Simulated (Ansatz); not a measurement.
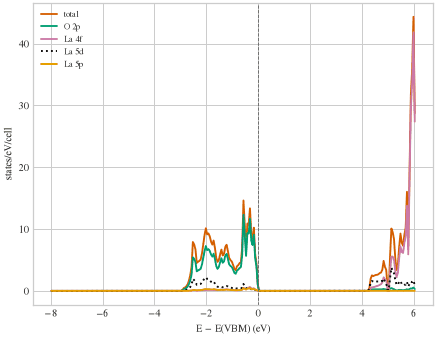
Total and projected density of states of La2O3 (La2O3 or Ni2Al3 type, space group No. 164), r²SCAN in the plane-wave PAW code Ansatz

Question: Which orbitals carry the states next to the gap?

Answer: Top 1 eV of the valence band: O 2p 86 %, La 5d 6 %. Bottom 1 eV of the conduction band: La 5d 46 %, La 4f 44 %, O 2p 7 %. Projections are on Löwdin-orthogonalised atomic valence shells; empty p or d shells of many metals are not among them.

Question: Where is the tallest occupied peak in this window, and what makes it?

Answer: Near -0.6 eV, about 15 states/eV per cell; the largest projected share is O 2p.

Space group P-3m1 (La2O3 or Ni2Al3 type). The cell was relaxed with r²SCAN under the symmetry of its start. Spin–orbit coupling is left out wherever it is not named.

Potentials: the later of the program's two PAW sets.
